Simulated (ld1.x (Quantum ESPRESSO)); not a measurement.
# Pseudopotential generation: Au (part 2 of 2)

The same run, continued: gold (Au, Z = 79), core [Xe], reference valence 4f14 5d10 6s0 6p0 (an ion of charge +1), valence charge 25. Method: TM semilocal potential, PBEsol, scalar-relativistic, made with ld1.x (Quantum ESPRESSO) 7.5.

### Output of the test run (extracts), continued
```
     ---------------------- Testing the pseudopotential ----------------------

     Au
     scalar relativistic calculation

     atomic number is 79.00   valence charge is 25.00
     dft =PBESOL   lsd =0 sic =0 latt =0  beta=0.20 tr2=1.0E-14
     mesh =1279 r(mesh) = 100.03820 xmin = -7.00 dx = 0.01250

     n l     nl             e AE (Ry)        e PS (Ry)    De AE-PS (Ry)
     4 3     4F   1(14.00)       -8.65837       -8.70027        0.04191  !
     3 2     5D   1( 8.00)       -2.98828       -3.00579        0.01751  !
     1 0     6S   1( 0.00)       -2.44354       -2.44568        0.00214
     2 1     6P   1( 0.00)       -1.72646       -1.72646        0.00000

     eps = 1.8E-15  iter = 26

     Etot =  -38008.483989 Ry,  -19004.241994 Ha, -517131.769222 eV
     Etotps =  -761.076249 Ry,    -380.538125 Ha,  -10354.969892 eV
     dEtot_ae =       4.053077 Ry
     dEtot_ps =       4.067208 Ry,   Delta E=      -0.014131 Ry

     Ekin =    1232.797591 Ry,     616.398796 Ha,   16773.065712 eV
     Encl =   -2437.521367 Ry,   -1218.760683 Ha,  -33164.167697 eV
     Ehrt =     566.647568 Ry,     283.323784 Ha,    7709.632916 eV
     Ecxc =    -138.638309 Ry,     -69.319155 Ha,   -1886.270289 eV
     (Ecc =     -57.149062 Ry,     -28.574531 Ha,    -777.552602 eV)
     Epseu=      15.638267 Ry,       7.819134 Ha,     212.769465 eV

     ---------------------- End of pseudopotential test ----------------------

     ---------------------- Testing the pseudopotential ----------------------

     Au
     scalar relativistic calculation

     atomic number is 79.00   valence charge is 25.00
     dft =PBESOL   lsd =0 sic =0 latt =0  beta=0.20 tr2=1.0E-14
     mesh =1279 r(mesh) = 100.03820 xmin = -7.00 dx = 0.01250

     n l     nl             e AE (Ry)        e PS (Ry)    De AE-PS (Ry)
     4 3     4F   1(14.00)       -6.12695       -6.58946        0.46252  !
     3 2     5D   1(10.00)       -0.66373       -1.12868        0.46495  !
     1 0     6S   1( 0.00)       -0.54287       -0.54287        0.00000
     2 1     6P   1( 1.00)       -0.13269       -0.13269        0.00000

     eps = 8.2E-15  iter = 25

     Etot =  -38012.838304 Ry,  -19006.419152 Ha, -517191.012704 eV
     Etotps =  -765.276143 Ry,    -382.638072 Ha,  -10412.112361 eV
     dEtot_ae =      -0.301239 Ry
     dEtot_ps =      -0.132686 Ry,   Delta E=      -0.168553 Ry

     Ekin =    1235.992708 Ry,     617.996354 Ha,   16816.537494 eV
     Encl =   -2490.307561 Ry,   -1245.153780 Ha,  -33882.360453 eV
     Ehrt =     613.496476 Ry,     306.748238 Ha,    8347.044787 eV
     Ecxc =    -140.643652 Ry,     -70.321826 Ha,   -1913.554368 eV
     (Ecc =     -57.149062 Ry,     -28.574531 Ha,    -777.552602 eV)
     Epseu=      16.185885 Ry,       8.092942 Ha,     220.220179 eV

     ---------------------- End of pseudopotential test ----------------------

     ---------------------- Testing the pseudopotential ----------------------

     Au
     scalar relativistic calculation

     atomic number is 79.00   valence charge is 25.00
     dft =PBESOL   lsd =0 sic =0 latt =0  beta=0.20 tr2=1.0E-14
     mesh =1279 r(mesh) = 100.03820 xmin = -7.00 dx = 0.01250

     n l     nl             e AE (Ry)        e PS (Ry)    De AE-PS (Ry)
     4 3     4F   1(14.00)       -6.34588       -6.87312        0.52724  !
     3 2     5D   1( 9.00)       -0.80869       -1.30735        0.49866  !
     1 0     6S   1( 1.00)       -0.60217       -1.05511        0.45294  !
     2 1     6P   1( 1.00)       -0.15298       -0.15298        0.00000

     eps = 7.9E-15  iter = 25

     Etot =  -38012.675221 Ry,  -19006.337610 Ha, -517188.793837 eV
     Etotps =  -765.092931 Ry,    -382.546466 Ha,  -10409.619635 eV
     dEtot_ae =      -0.138155 Ry
     dEtot_ps =       0.050526 Ry,   Delta E=      -0.188681 Ry

     Ekin =    1234.121404 Ry,     617.060702 Ha,   16791.077105 eV
     Encl =   -2483.225639 Ry,   -1241.612819 Ha,  -33786.005996 eV
     Ehrt =     607.728386 Ry,     303.864193 Ha,    8268.565924 eV
     Ecxc =    -140.205642 Ry,     -70.102821 Ha,   -1907.594937 eV
     (Ecc =     -57.149062 Ry,     -28.574531 Ha,    -777.552602 eV)
     Epseu=      16.488559 Ry,       8.244279 Ha,     224.338270 eV

     ---------------------- End of pseudopotential test ----------------------

     ---------------------- Testing the pseudopotential ----------------------

     Au
     scalar relativistic calculation

     atomic number is 79.00   valence charge is 25.00
     dft =PBESOL   lsd =0 sic =0 latt =0  beta=0.20 tr2=1.0E-14
     mesh =1279 r(mesh) = 100.03820 xmin = -7.00 dx = 0.01250

     n l     nl             e AE (Ry)        e PS (Ry)    De AE-PS (Ry)
     4 3     4F   1(13.00)       -7.69244       -7.97489        0.28246  !
     3 2     5D   1(10.00)       -1.39197       -1.41171        0.01974  !
     1 0     6S   1( 1.00)       -1.06755       -1.04782       -0.01972  !
     2 1     6P   1( 0.00)       -0.53936       -0.53936        0.00000

     eps = 1.0E-14  iter = 29

     Etot =  -38006.417141 Ry,  -19003.208571 Ha, -517103.648332 eV
     Etotps =  -758.879498 Ry,    -379.439749 Ha,  -10325.081567 eV
     dEtot_ae =       6.119924 Ry
     dEtot_ps =       6.263960 Ry,   Delta E=      -0.144035 Ry

     Ekin =    1187.937315 Ry,     593.968657 Ha,   16162.710552 eV
     Encl =   -2421.201625 Ry,   -1210.600812 Ha,  -32942.126293 eV
     Ehrt =     591.574536 Ry,     295.787268 Ha,    8048.781593 eV
     Ecxc =    -138.202786 Ry,     -69.101393 Ha,   -1880.344692 eV
     (Ecc =     -57.149062 Ry,     -28.574531 Ha,    -777.552602 eV)
     Epseu=      21.013062 Ry,      10.506531 Ha,     285.897273 eV

     ---------------------- End of pseudopotential test ----------------------

     ---------------------- Testing the pseudopotential ----------------------

     Au
     scalar relativistic calculation

     atomic number is 79.00   valence charge is 25.00
     dft =PBESOL   lsd =0 sic =0 latt =0  beta=0.20 tr2=1.0E-14
     mesh =1279 r(mesh) = 100.03820 xmin = -7.00 dx = 0.01250

     n l     nl             e AE (Ry)        e PS (Ry)    De AE-PS (Ry)
     4 3     4F   1(14.00)       -9.85463       -9.93369        0.07906  !
     3 2     5D   1( 7.00)       -4.04343       -4.07993        0.03650  !
     1 0     6S   1( 0.00)       -3.27381       -3.28281        0.00899  !
     2 1     6P   1( 0.00)       -2.45371       -2.45371        0.00000

     eps = 5.8E-15  iter = 22

     Etot =  -38004.975084 Ry,  -19002.487542 Ha, -517084.028135 eV
     Etotps =  -757.539979 Ry,    -378.769990 Ha,  -10306.856485 eV
     dEtot_ae =       7.561982 Ry
     dEtot_ps =       7.603479 Ry,   Delta E=      -0.041496 Ry

     Ekin =    1230.449541 Ry,     615.224770 Ha,   16741.118856 eV
     Encl =   -2406.652265 Ry,   -1203.326133 Ha,  -32744.172172 eV
     Ehrt =     541.080359 Ry,     270.540179 Ha,    7361.773317 eV
     Ecxc =    -137.408779 Ry,     -68.704389 Ha,   -1869.541674 eV
     (Ecc =     -57.149062 Ry,     -28.574531 Ha,    -777.552602 eV)
     Epseu=      14.991165 Ry,       7.495582 Ha,     203.965187 eV

     ---------------------- End of pseudopotential test ----------------------
```

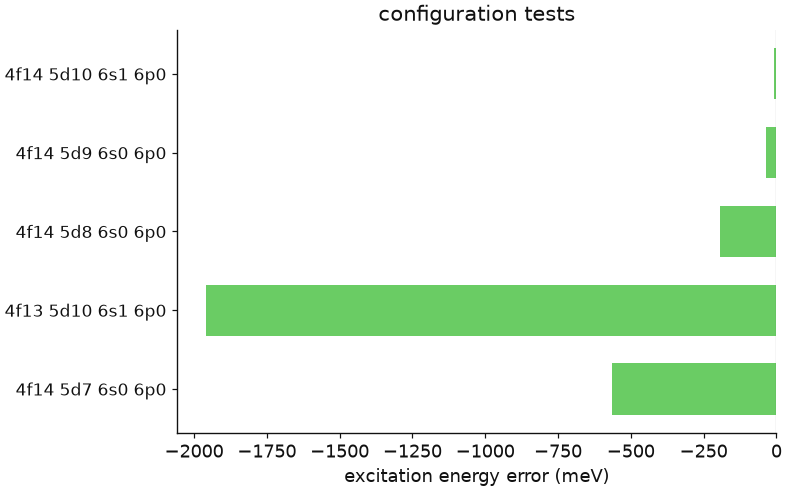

**Figure 1.** Errors, all-electron minus pseudo, of the energies of valence configurations relative to the unpolarised reference 4f14 5d10 6s0 6p0. Not all tests gave a result: 2 of 7 tests not solved.

- Worst configuration: 4f13 5d10 6s1 6p0 (charge +1): the error is -1960 meV on an all-electron energy of +83.27 eV relative to the reference, or 2.4 %.
- Errors in meV: 4f14 5d10 6s1 6p0: -9.1; 4f14 5d9 6s0 6p0: -35; 4f14 5d8 6s0 6p0: -192; 4f13 5d10 6s1 6p0: -1960; 4f14 5d7 6s0 6p0: -565. No test for ghost states or cutoffs was run on this potential, so its soundness isn't shown.

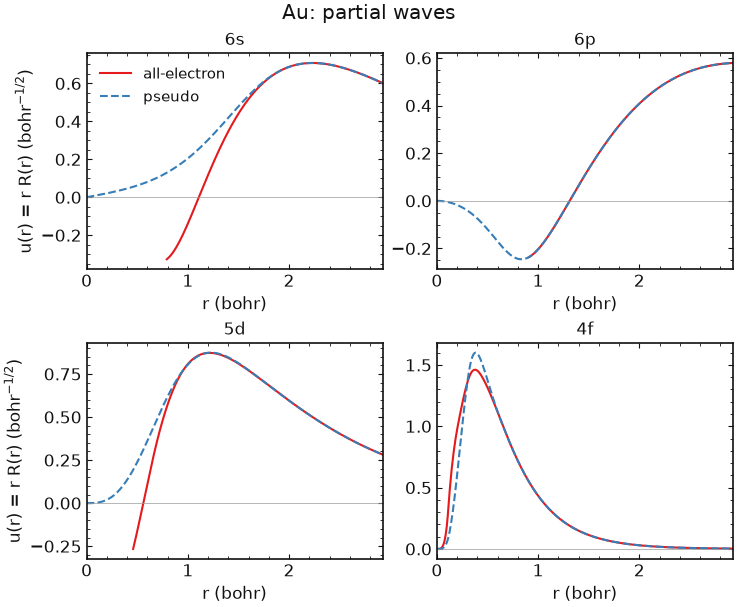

**Figure 2.** Partial waves u(r) = r R(r), all-electron (solid) and pseudo (dashed). The innermost oscillations of some all-electron curves aren't drawn. Reference configuration 4f14 5d10 6s0 6p0.

- Matching radii: 6s at 2.25 bohr; 6p at 1.05 bohr; 5d at 2.05 bohr; 4f at 0.70 bohr. The curves merge smoothly, so the plot gives these only roughly.
- Nodes of the pseudo-waves: 6s has no node; 6p has a node at about 1.3 bohr; 5d has no node; 4f has no node. The node in 6p is a flaw: the lowest valence state of a channel should be nodeless, and the radius lies inside the outermost all-electron node (6p 1.05 bohr against 1.31).

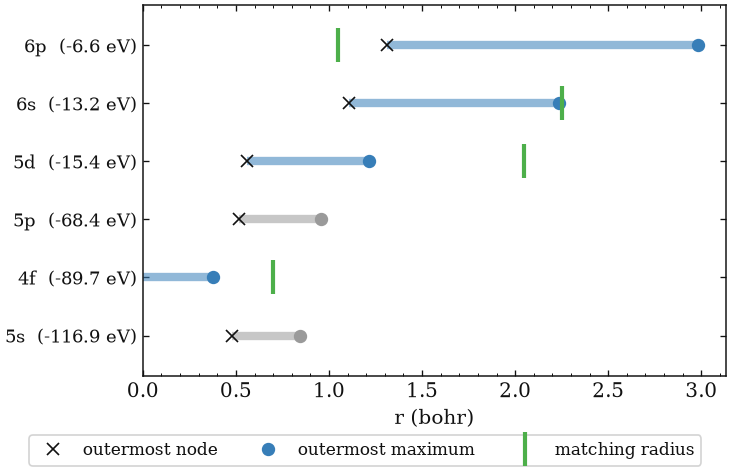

**Figure 3.** Outer shells of the all-electron reference atom: each bar runs from the outermost node (or the nucleus) to the outermost maximum of u(r); the tick is the radius chosen for the pseudo-wave. Shells without a tick have no pseudo-wave of their own. Levels, nodes and maxima are from ld1.x, scalar-relativistic.

- Radii against the shells: 4f: 0.70 bohr, outside the maximum; 5d: 2.05 bohr, outside the maximum; 6s: 2.25 bohr, outside the maximum; 6p: 1.05 bohr, inside the outermost node.

Outcome of the run: generated; ld1.x warns of wrong node counts.
